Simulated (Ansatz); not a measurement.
## Profile along the Ti–Al line in Ti3Al (D019 type, space group P6_3/mmc)

Ti3Al (D019 type, space group P6_3/mmc)

```
Ti3Al
1.0
    5.75564     0.00000     0.00000
   -2.87782     4.98453     0.00000
    0.00000     0.00000     4.65498
Ti Al
6 2
Direct
  0.83025   0.66049   0.25000
  0.16975   0.83025   0.75000
  0.33951   0.16975   0.25000
  0.16975   0.33951   0.75000
  0.83025   0.16975   0.25000
  0.66049   0.83025   0.75000
  0.33333   0.66667   0.25000
  0.66667   0.33333   0.75000
```

Fields along a shortest Ti–Al line of a (-1 1 0 0) plane (2.88 Å), from Ti to Al, interpolated on the slice's grid (step about 0.2 Å). Computed with PBE (plane waves to 420 eV, PAW, scalar-relativistic; Ansatz, an electronic-structure program). k mesh 10×10×10. Near the nuclei the fields are pseudised (PAW); where an atom keeps semicore shells as valence, they peak there. Ti3Al is run without spin polarisation. Ti3Al was relaxed with its symmetry unable to fall.

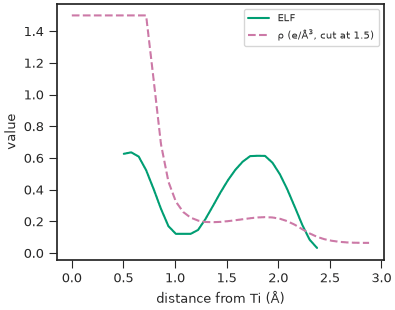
*ELF (away from the nuclei) and valence density from Ti to Al.*

Density on the Ti–Al line (2.88 Å) at its density minimum, 1.4 Å from Ti: 0.20 e/Å³. ELF at that point: 0.3. ELF maximum in the middle third of the Ti–Al line: 0.61, 1.8 Å from Ti.
